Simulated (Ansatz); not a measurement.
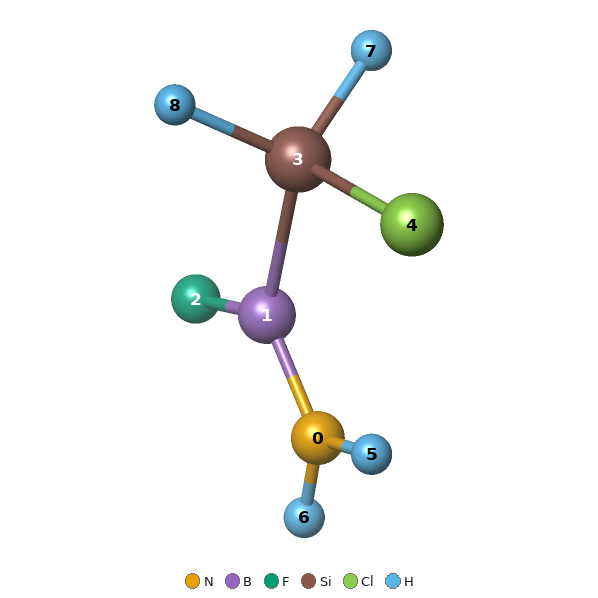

The structure as it stands in the input. Atoms are numbered from 0, in the order of the input.

Ansatz 0.2.0 input:

```yaml
crystal:
  periodic: [false, false, false]
  atoms:
    - {symbol: N, position_ang: [1.213924, 0.780994, -0.750527]}
    - {symbol: B, position_ang: [0.774752, -0.369364, -0.114023]}
    - {symbol: F, position_ang: [1.617396, -1.403755, 0.029407]}
    - {symbol: Si, position_ang: [-1.117398, -0.508310, 0.601497]}
    - {symbol: Cl, position_ang: [-2.085682, 1.278272, 0.171762]}
    - {symbol: H, position_ang: [0.615335, 1.579049, -0.878892]}
    - {symbol: H, position_ang: [2.146613, 0.885844, -1.117601]}
    - {symbol: H, position_ang: [-1.904136, -1.596663, -0.033114]}
    - {symbol: H, position_ang: [-1.172302, -0.692467, 2.074393]}
basis:
  gaussian: {orbitals: def2-TZVPP}
correlation: {method: ccsd_t}
```

Command:

```sh
ansatz run in.yaml --threads 4 --pin off --events-out ev --progress --plain --max-ram 10444MiB
```

What the program printed:

```
Functional definition: HF
  name "HF"
  cite "Fock, Z. Phys. 61, 126 (1930) doi:10.1007/BF01340294"
  parent pbe
  exchange = exact_x
  correlation = 0
1396 factors; integrals over basis functions are off by at most 1.2e-3 eV
mean field evaluation 1: about -25291.8397 eV, gradient 4.0e1 eV
mean field evaluation 2: about -25292.0494 eV, gradient 4.0e1 eV
mean field evaluation 4: about -25295.5432 eV, gradient 3.3e0 eV
mean field evaluation 8: about -25295.5967 eV, gradient 2.3e-1 eV
mean field evaluation 16: about -25291.8398 eV, gradient 4.0e1 eV
mean field -25295.59689244 eV, -929.5960398259 hartree, gradient 3.0e-6 eV, S^2 0.000000; 0 other end points of the search recorded, 0 dependent functions left out
13 core orbitals not correlated: weight in the atoms' cores, before any rotation towards them, 1.000 or more for the frozen orbitals, at most 0.000 for the correlated occupied ones
reference -25295.59689244 eV, -929.5960398259 hartree; 15, 15 occupied and 205, 205 virtual orbitals, 1396 factors
second order -23.53872085 eV of doubles, -0.00000000 eV of singles
cycle   1  -24.13195403 eV  change   -5.9e-1 eV  update   9.9e-2
cycle   2  -24.65357865 eV  change   -5.2e-1 eV  update   2.9e-2
cycle   3  -24.77323130 eV  change   -1.2e-1 eV  update   1.6e-2
cycle   4  -24.76114491 eV  change    1.2e-2 eV  update   4.1e-3
cycle   5  -24.75799387 eV  change    3.2e-3 eV  update   1.8e-3
cycle   6  -24.75888334 eV  change   -8.9e-4 eV  update   6.1e-4
cycle   7  -24.75863604 eV  change    2.5e-4 eV  update   1.9e-4
cycle   8  -24.75856709 eV  change    6.9e-5 eV  update   7.0e-5
cycle   9  -24.75859872 eV  change   -3.2e-5 eV  update   3.1e-5
perturbative correction -0.91423335 eV, -0.0335974559 hartree
Total energy: -25321.26972451 eV, -930.5394990026 hartree
```
